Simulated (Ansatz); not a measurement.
# CH₃Cl₃SeSn: from a rough start to a stationary point

The task is to find a stationary geometry of CH₃Cl₃SeSn, check the end point by its vibrations and derive ideal-gas thermochemistry, and look at its orbitals and charge.

The runs use Ansatz 0.2.0, Gaussian basis; RKS PBE0-D4/def2-TZVP.

Levels to be run: relaxation at PBE-D4/def2-SVP; relaxation at PBE0-D4/def2-TZVP; harmonic vibrations at the same level; a single point in def2-TZVPP for the fields.

**1. Where the work starts**

9 atoms, charge 0, spin multiplicity 1.

Atoms are counted from 1 here; the program's logs count them from 0.

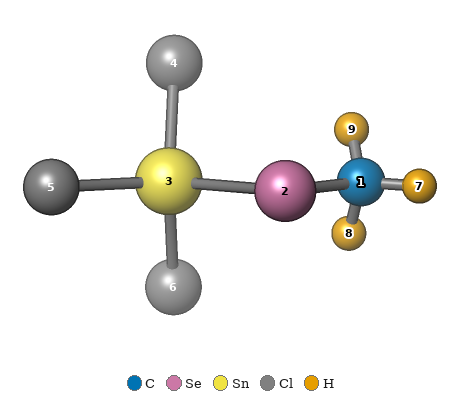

As it starts; carbon blue, selenium pink, tin yellow, chlorine grey, hydrogen amber; atoms are numbered from 1 in the order of the file.

As a file:

```
C     0.0769   -1.1779    1.2943
Se    1.5859   -0.3322    0.4451
Sn    0.0857    1.0114   -1.1688
Cl   -1.1022   -0.4577   -2.4563
Cl    1.4816    2.3041   -2.5865
Cl   -1.3053    2.4361    0.0807
H     0.3853   -1.8209    2.0897
H    -0.5728   -0.3233    1.7158
H    -0.5466   -1.6859    0.5690
```

The start is a force-field geometry with small random shifts, so a cheaper pass at PBE-D4/def2-SVP comes first. Sn takes the def2 core potential; no spin-orbit term is included.

**2. Relaxation at PBE-D4/def2-SVP (cheap first pass)**

in.yaml reads:

```yaml
crystal:
  periodic: [false, false, false]
  atoms:
    - {symbol: C, position_ang: [0.076900, -1.177900, 1.294300]}
    - {symbol: Se, position_ang: [1.585900, -0.332200, 0.445100]}
    - {symbol: Sn, position_ang: [0.085700, 1.011400, -1.168800]}
    - {symbol: Cl, position_ang: [-1.102200, -0.457700, -2.456300]}
    - {symbol: Cl, position_ang: [1.481600, 2.304100, -2.586500]}
    - {symbol: Cl, position_ang: [-1.305300, 2.436100, 0.080700]}
    - {symbol: H, position_ang: [0.385300, -1.820900, 2.089700]}
    - {symbol: H, position_ang: [-0.572800, -0.323300, 1.715800]}
    - {symbol: H, position_ang: [-0.546600, -1.685900, 0.569000]}
basis:
  gaussian: {orbitals: def2-SVP}
hamiltonian: {xc: pbe, dispersion: d4}
relax: {f_tol: 0.03, max_steps: 200}
```

Run with:

```
$ ansatz run in.yaml --threads 4 --pin off --events-out ev --progress --plain --max-ram 11315MiB
```

The program printed (excerpt; [...] marks lines left out):

```text
Functional definition: PBE
  name "PBE"
  cite "Perdew, Burke & Ernzerhof, Phys. Rev. Lett. 77, 3865 (1996) doi:10.1103/PhysRevLett.77.3865"
  parent pbe
[...]
1554 factors; their error is unknown
[...]
mean field -109791.87996109 eV, -4034.7771689608 hartree, gradient 5.5e-5 eV, S^2 0.000000; 0 other end points of the search recorded, 0 dependent functions left out
[...]
reference -109791.88000009 eV, -4034.7771703941 hartree; 58, 58 occupied and 83, 83 virtual orbitals, 1554 factors
relax step   1: F+E_penalty+E_count = -109792.25857151 eV  Δ(F+E_penalty+E_count) = +0.000e0 eV  max|allowed force component| = 2.382e0 eV/Å  Δτ_max = 0.0000 Å  (28 SCF iters, accepted)
[...]
relax step   4: F+E_penalty+E_count = -109792.48703671 eV  Δ(F+E_penalty+E_count) = -4.849e-3 eV  max|allowed force component| = 1.016e-1 eV/Å  Δτ_max = 0.0317 Å  (28 SCF iters, accepted)
[...]
relax step   5: F+E_penalty+E_count = -109792.48743866 eV  Δ(F+E_penalty+E_count) = -4.019e-4 eV  max|allowed force component| = 1.915e-2 eV/Å  Δτ_max = 0.0065 Å  (29 SCF iters, accepted)
1554 factors; their error is unknown
[...]
mean field -109792.11257023 eV, -4034.7857171892 hartree, gradient 1.3e-5 eV, S^2 0.000000; 1 other end points of the search recorded, 0 dependent functions left out
[...]
reference -109792.11260971 eV, -4034.7857186401 hartree; 58, 58 occupied and 83, 83 virtual orbitals, 1554 factors
Total energy: -109792.48747814 eV, -4034.7994948007 hartree
Atom 0 at     0.028067    -1.155219     1.316881 Å, force    -0.019146    -0.016190     0.013112 eV/Å
Atom 1 at     1.595862    -0.322084     0.441517 Å, force     0.006899     0.010801    -0.013097 eV/Å
Atom 2 at     0.183380     1.020211    -1.168926 Å, force     0.003228    -0.005524     0.005455 eV/Å
Atom 3 at    -1.191333    -0.393526    -2.473068 Å, force     0.000832    -0.002859    -0.001486 eV/Å
Atom 4 at     1.503414     2.337941    -2.603375 Å, force    -0.000058    -0.000189     0.000604 eV/Å
Atom 5 at    -1.323429     2.421975    -0.005156 Å, force     0.000391     0.001909     0.002639 eV/Å
Atom 6 at     0.448032    -1.810703     2.103114 Å, force    -0.001924     0.001787    -0.008783 eV/Å
Atom 7 at    -0.611708    -0.382734     1.780710 Å, force     0.000837     0.007376    -0.000092 eV/Å
Atom 8 at    -0.543785    -1.762160     0.591303 Å, force     0.008942     0.002889     0.001647 eV/Å
Dipole moment:     0.103803    -0.400815     0.464826 e Å
```

Wall time 13 s (4 threads of Arm Neoverse V1, shared host).

Relaxation path:

```
step  energy from step 1 (eV)  largest force component (eV/Å)
   1                   0.0000                          2.3824
   2                  -0.1935                          0.8774
   3                  -0.2236                          0.3154
   4                  -0.2285                          0.1016
   5                  -0.2289                          0.0191
```

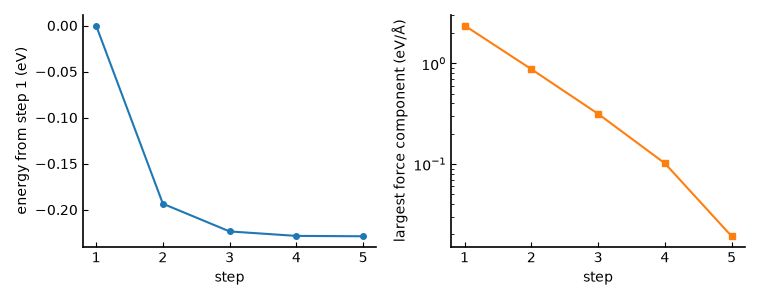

Energy and largest force along the relaxation.

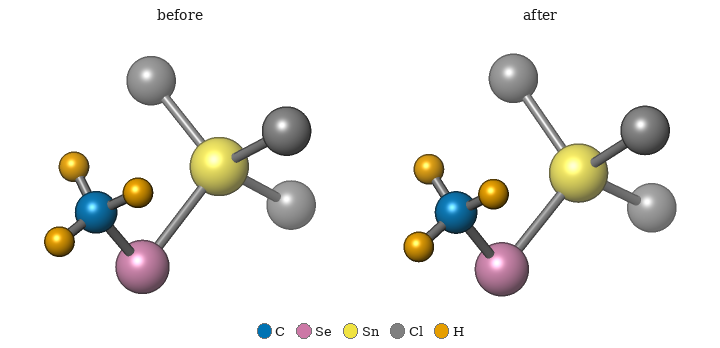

Before and after, at one scale.

Distances of close pairs at the start and the end, largest changes first:

```
   bond  before (Å)  after (Å)  change (Å)
Sn3–Cl4       2.286      2.364      +0.078
Se2–Sn3       2.581      2.528      -0.053
 C1–Se2       1.927      1.979      +0.052
  C1–H8       1.153      1.105      -0.048
  C1–H7       1.068      1.106      +0.038
  C1–H9       1.083      1.105      +0.022
Sn3–Cl5       2.373      2.353      -0.020
Sn3–Cl6       2.351      2.364      +0.014
```

**3. Geometry optimisation, PBE0-D4/def2-TZVP**

in.yaml reads:

```yaml
crystal:
  periodic: [false, false, false]
  atoms:
    - {symbol: C, position_ang: [0.028067, -1.155219, 1.316881]}
    - {symbol: Se, position_ang: [1.595862, -0.322084, 0.441517]}
    - {symbol: Sn, position_ang: [0.183380, 1.020211, -1.168926]}
    - {symbol: Cl, position_ang: [-1.191333, -0.393526, -2.473068]}
    - {symbol: Cl, position_ang: [1.503414, 2.337941, -2.603375]}
    - {symbol: Cl, position_ang: [-1.323429, 2.421975, -0.005156]}
    - {symbol: H, position_ang: [0.448032, -1.810703, 2.103114]}
    - {symbol: H, position_ang: [-0.611708, -0.382734, 1.780710]}
    - {symbol: H, position_ang: [-0.543785, -1.762160, 0.591303]}
basis:
  gaussian: {orbitals: def2-TZVP}
hamiltonian: {xc: pbe0, dispersion: d4}
relax: {f_tol: 0.005, max_steps: 150}
```

Same command.

The program printed (excerpt; [...] marks lines left out):

```text
Functional definition: PBE0
  name "PBE0"
  cite "Adamo & Barone, J. Chem. Phys. 110, 6158 (1999) doi:10.1063/1.478522"
  cite "Perdew, Burke & Ernzerhof, Phys. Rev. Lett. 77, 3865 (1996) doi:10.1103/PhysRevLett.77.3865"
  parent pbe
[...]
1989 factors; their error is unknown
[...]
mean field -109820.17477867 eV, -4035.8169843280 hartree, gradient 3.4e-5 eV, S^2 0.000000; 0 other end points of the search recorded, 0 dependent functions left out
[...]
reference -109820.17481430 eV, -4035.8169856373 hartree; 58, 58 occupied and 200, 200 virtual orbitals, 1989 factors
relax step   1: F+E_penalty+E_count = -109820.50520774 eV  Δ(F+E_penalty+E_count) = +0.000e0 eV  max|allowed force component| = 5.485e-1 eV/Å  Δτ_max = 0.0000 Å  (30 SCF iters, accepted)
[...]
Total energy: -109820.59795470 eV, -4035.8325357603 hartree
Atom 0 at     0.028623    -1.155630     1.319003 Å, force    -0.000228    -0.001539     0.001521 eV/Å
Atom 1 at     1.553494    -0.306633     0.422934 Å, force     0.000973     0.000217     0.000067 eV/Å
Atom 2 at     0.170164     1.013443    -1.162485 Å, force    -0.000254    -0.000241     0.000226 eV/Å
Atom 3 at    -1.171642    -0.341593    -2.468882 Å, force    -0.000059     0.000195    -0.000077 eV/Å
Atom 4 at     1.479687     2.294165    -2.554197 Å, force    -0.000107    -0.000034    -0.000035 eV/Å
Atom 5 at    -1.303836     2.410955    -0.058982 Å, force     0.000006     0.000139    -0.000222 eV/Å
Atom 6 at     0.469603    -1.797379     2.080246 Å, force     0.000133     0.000664    -0.000771 eV/Å
Atom 7 at    -0.599783    -0.404481     1.791649 Å, force    -0.000208    -0.000107    -0.000689 eV/Å
Atom 8 at    -0.537810    -1.759146     0.613715 Å, force    -0.000254     0.000705    -0.000019 eV/Å
Dipole moment:     0.076406    -0.420338     0.486161 e Å
```

Run time: 96 s. Hardware: 4 threads of Arm Neoverse V1, shared host; peak memory 1.2 GiB.

Along the way:

```
step  energy from step 1 (eV)  largest force component (eV/Å)
   1                   0.0000                          0.5485
   2                  -0.0690                          0.4008
   3                  -0.0921                          0.0426
   4                  -0.0923                          0.0355
   5                  -0.0925                          0.0247
   6                  -0.0925                          0.0538
   7                  -0.0927                          0.0052
   8                  -0.0927                          0.0015
```

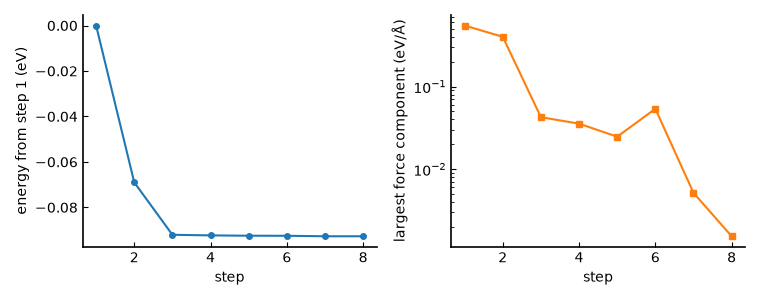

Energy and largest force along the relaxation.

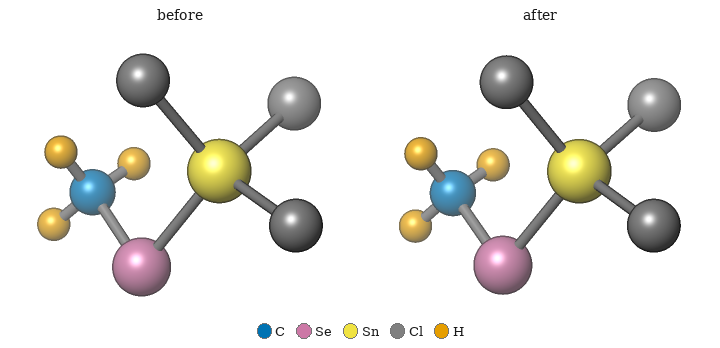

Before and after, at one scale.

Distances of close pairs at the start and the end, largest changes first:

```
   bond  before (Å)  after (Å)  change (Å)
Sn3–Cl6       2.364      2.312      -0.053
Sn3–Cl4       2.364      2.312      -0.053
Sn3–Cl5       2.353      2.300      -0.053
Se2–Sn3       2.528      2.484      -0.044
  C1–H9       1.105      1.087      -0.018
  C1–H8       1.105      1.087      -0.018
 C1–Se2       1.979      1.962      -0.018
  C1–H7       1.106      1.089      -0.017
```

Mulliken charges of the relaxed molecule (report file):

```
atom  value (e)
  C1      -0.41
 Se2      -0.15
 Sn3       1.01
 Cl4      -0.32
 Cl5      -0.31
 Cl6      -0.32
  H7       0.16
  H8       0.17
  H9       0.17
```

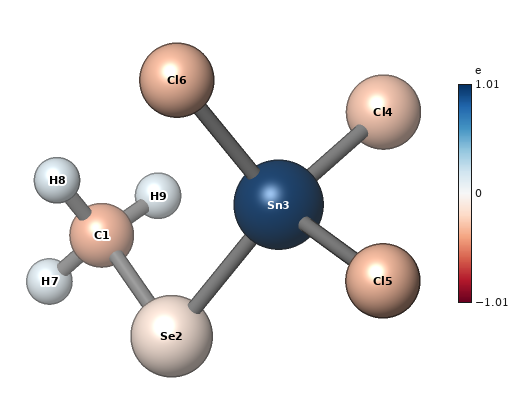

Mulliken charges of the relaxed molecule (report file), as colours on the atoms.

**4. Vibrations by finite differences**

in.yaml reads:

```yaml
crystal:
  periodic: [false, false, false]
  atoms:
    - {symbol: C, position_ang: [0.028623, -1.155630, 1.319003]}
    - {symbol: Se, position_ang: [1.553494, -0.306633, 0.422934]}
    - {symbol: Sn, position_ang: [0.170164, 1.013443, -1.162485]}
    - {symbol: Cl, position_ang: [-1.171642, -0.341593, -2.468882]}
    - {symbol: Cl, position_ang: [1.479687, 2.294165, -2.554197]}
    - {symbol: Cl, position_ang: [-1.303836, 2.410955, -0.058982]}
    - {symbol: H, position_ang: [0.469603, -1.797379, 2.080246]}
    - {symbol: H, position_ang: [-0.599783, -0.404481, 1.791649]}
    - {symbol: H, position_ang: [-0.537810, -1.759146, 0.613715]}
basis:
  gaussian: {orbitals: def2-TZVP}
hamiltonian: {xc: pbe0, dispersion: d4}
phonons: {temperatures: {t_min: 298.15, t_max: 900, t_step: 200}}
```

The command is unchanged.

The program printed (excerpt; [...] marks lines left out):

```text
Functional definition: PBE0
  name "PBE0"
  cite "Adamo & Barone, J. Chem. Phys. 110, 6158 (1999) doi:10.1063/1.478522"
  cite "Perdew, Burke & Ernzerhof, Phys. Rev. Lett. 77, 3865 (1996) doi:10.1103/PhysRevLett.77.3865"
  parent pbe
[...]
1989 factors; their error is unknown
[...]
mean field -109820.26156207 eV, -4035.8201735591 hartree, gradient 3.4e-5 eV, S^2 0.000000; 0 other end points of the search recorded, 0 dependent functions left out
[...]
reference -109820.26159749 eV, -4035.8201748608 hartree; 58, 58 occupied and 200, 200 virtual orbitals, 1989 factors
[...]
1989 factors; their error is unknown
mean field -109820.26143197 eV, -4035.8201687781 hartree, gradient 1.7e-6 eV, S^2 0.000000; 0 other end points of the search recorded, 0 dependent functions left out
[...]
Atom 1 at     1.553494    -0.306633     0.422934 Å, force     0.001030     0.000202     0.000085 eV/Å
Atom 2 at     0.170164     1.013443    -1.162485 Å, force    -0.000378    -0.000261     0.000262 eV/Å
Atom 3 at    -1.171642    -0.341593    -2.468882 Å, force    -0.000028     0.000219    -0.000087 eV/Å
Atom 4 at     1.479687     2.294165    -2.554197 Å, force    -0.000110    -0.000047    -0.000036 eV/Å
Atom 5 at    -1.303836     2.410955    -0.058982 Å, force     0.000030     0.000141    -0.000240 eV/Å
Atom 6 at     0.469603    -1.797379     2.080246 Å, force     0.000131     0.000665    -0.000771 eV/Å
Atom 7 at    -0.599783    -0.404481     1.791649 Å, force    -0.000179    -0.000077    -0.000720 eV/Å
Atom 8 at    -0.537810    -1.759146     0.613715 Å, force    -0.000220     0.000742    -0.000043 eV/Å
Dipole moment:     0.076404    -0.420337     0.486161 e Å
Vibrations: 21.72 64.26 81.77 106.27 110.47 119.24 136.80 160.70 256.48 371.64 381.03 392.12 598.14 926.12 929.96 1310.98 1459.56 1469.40 3080.94 3182.28 3193.30 cm⁻¹, zero-point energy 1.137752 eV
```

It took 7.3 min on 4 threads of Arm Neoverse V1, shared host; peak memory 1.1 GiB.

Motions are named by where the mode's potential energy lies. The modes, unscaled (a negative number is an imaginary wavenumber):

```
mode  cm⁻¹             motion
   1    22            torsion
   2    64               bend
   3    82               bend
   4   106               bend
   5   110  bend with torsion
   6   119               bend
   7   137            torsion
   8   161               bend
   9   256      Sn–Se stretch
  10   372      Sn–Cl stretch
  11   381      Sn–Cl stretch
  12   392      Sn–Cl stretch
  13   598       C–Se stretch
  14   926               bend
  15   930               bend
  16  1311               bend
  17  1460               bend
  18  1469               bend
  19  3081        C–H stretch
  20  3182        C–H stretch
  21  3193        C–H stretch
```

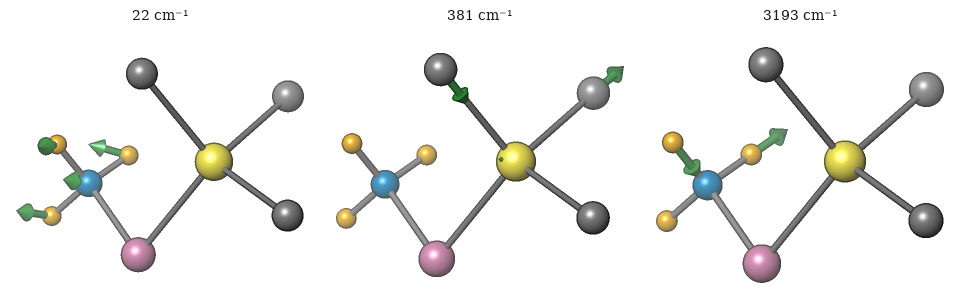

How the atoms move in 3 of the modes.

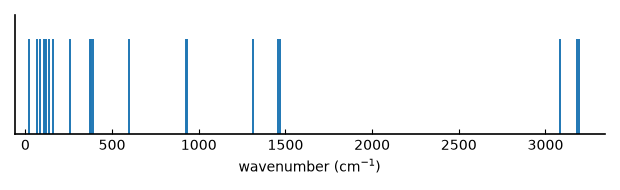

The harmonic wavenumbers as sticks (no intensities were computed).

From these modes and the moments of inertia (298.15 K, 1 bar, symmetry number 1):

```
                term            value
   zero-point energy    26.2 kcal/mol
          H(298) − E    33.4 kcal/mol
entropy, translation  180.8 J/(mol K)
   entropy, rotation  131.1 J/(mol K)
  entropy, vibration  147.6 J/(mol K)
      entropy, total  459.5 J/(mol K)
```

**5. A single point for the fields**

Changes to in.yaml since step 4:

```diff
@@ -13,4 +13,4 @@
 basis:
-  gaussian: {orbitals: def2-TZVP}
+  gaussian: {orbitals: def2-TZVPP}
 hamiltonian: {xc: pbe0, dispersion: d4}
-phonons: {temperatures: {t_min: 298.15, t_max: 900, t_step: 200}}
+output: {orbitals: {seedname: orbitals}}
```

The command is unchanged.

The program printed:

```text
Functional definition: PBE0
  name "PBE0"
  cite "Adamo & Barone, J. Chem. Phys. 110, 6158 (1999) doi:10.1063/1.478522"
  cite "Perdew, Burke & Ernzerhof, Phys. Rev. Lett. 77, 3865 (1996) doi:10.1103/PhysRevLett.77.3865"
  parent pbe
  parameter a = 0.25
  parameter kappa = 0.804
  parameter beta = 0.06672455060314922
  exchange = (1 - a)*pbe_x(kappa = kappa, mu = beta*pi^2/3) + a*exact_x
  correlation = pbe_c(beta = beta)
2205 factors; their error is unknown
mean field evaluation 1: about -109814.5552 eV, gradient 4.8e1 eV
mean field evaluation 2: about -109810.4956 eV, gradient 6.0e1 eV
mean field evaluation 4: about -109819.6991 eV, gradient 2.4e0 eV
mean field evaluation 8: about -109819.7201 eV, gradient 5.1e-2 eV
mean field evaluation 16: about -109820.2934 eV, gradient 2.7e-4 eV
mean field -109820.29343056 eV, -4035.8213447046 hartree, gradient 2.8e-5 eV, S^2 0.000000; 0 other end points of the search recorded, 0 dependent functions left out
reference -109820.29346613 eV, -4035.8213460120 hartree; 58, 58 occupied and 239, 239 virtual orbitals, 2205 factors
Total energy: -109820.62982189 eV, -4035.8337068579 hartree
```

Run time: 10 s. Hardware: 4 threads of Arm Neoverse V1, shared host; peak memory 1.6 GiB.

Orbitals, density, ELF and potential are computed afterwards from the orbital file.

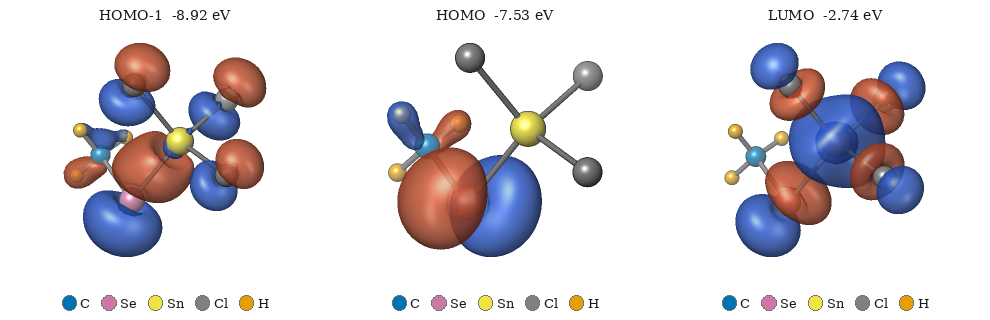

PBE0-D4/def2-TZVPP orbitals near the gap, drawn at the value that encloses 70 % of each; the two colours are the two signs.

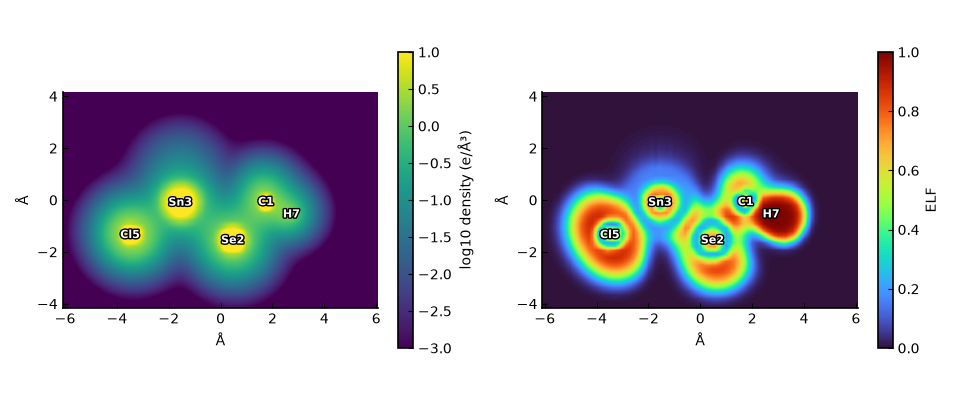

Density (left) and ELF (right) in a plane through or near 5 of the atoms.

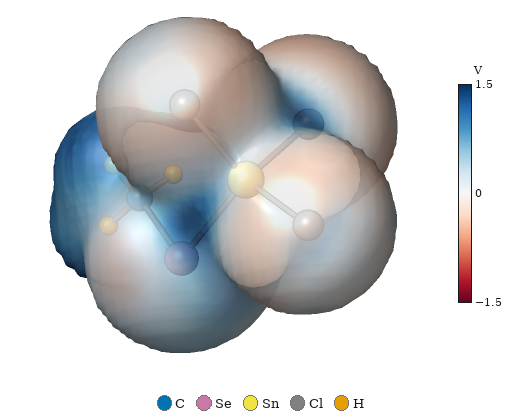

Electrostatic potential on the surface of density 0.002 e/bohr³; red is low, blue high. It runs from -0.40 V near Cl6 to 1.50 V near H7.

**6. Summary of results**

| quantity | value |
| --- | --- |
| point group | Cs |
| steps | 5 + 8 |
| shift from the start (rms) | 0.095 Å |
| total energy | -109820.5980 eV |
| dispersion term | -336 meV |
| dipole moment | 3.11 D |
| lowest, highest wavenumber | 22, 3193 cm⁻¹ |
| zero-point energy | 26.2 kcal/mol |
| entropy at 298.15 K | 459.5 J/(mol K) |
| HOMO, LUMO | -7.53, -2.74 eV |

The atoms moved 0.09 Å (rms) from the start; the bond that changed most is Se2–Sn3, from 2.581 to 2.484 Å. No mode is imaginary: a true minimum at this level. The stiffest mode, 3193 cm⁻¹, is a C–H stretch, and 8 modes under 200 cm⁻¹ make the vibrational entropy uncertain. Harmonic hybrid wavenumbers usually lie a few per cent above measured fundamentals. The largest Mulliken charge, +1.01 e, sits on Sn3. The HOMO lies mostly on Se2 83 % and the LUMO on Sn3 32 %; Se2 24 %.
